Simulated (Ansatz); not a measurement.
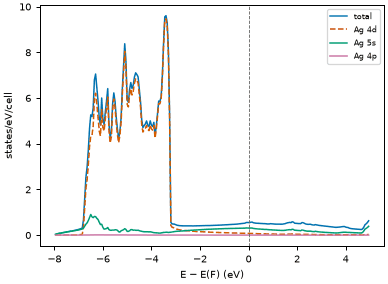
Total and projected density of states of Ag (hcp (Mg type), space group No. 194), r²SCAN+D4 (plane waves, PAW; program Ansatz)

Question: Which orbitals carry the states next to the Fermi level?

Answer: Within 0.5 eV of the Fermi level: Ag 5s 56 %, Ag 4d 14 %, outside the projected shells 29 %. Projections are on Löwdin-orthogonalised atomic valence shells; empty p or d shells of many metals are not among them.

Question: Where is the tallest occupied peak in this window, and what makes it?

Answer: Near -3.4 eV, about 9.6 states/eV per cell; the largest projected share is Ag 4d.

Space group P6_3/mmc (hcp (Mg type)). The workflow started from a Materials Project entry (that database holds measured and hypothetical structures alike); the Crystallography Open Database files this formula in space group No. 194, but the cells were not matched. It is not the phase usual at ambient conditions (space group No. 225). The r²SCAN+D4 relaxation kept the symmetry of its start; whether a distortion lowers the energy is not shown. The run is not spin-polarised. The pairwise dispersion correction was not fitted to metals. Scalar-relativistic: spin–orbit coupling is off unless named, which matters more the heavier the elements.

Potentials: the later of the program's two PAW sets.
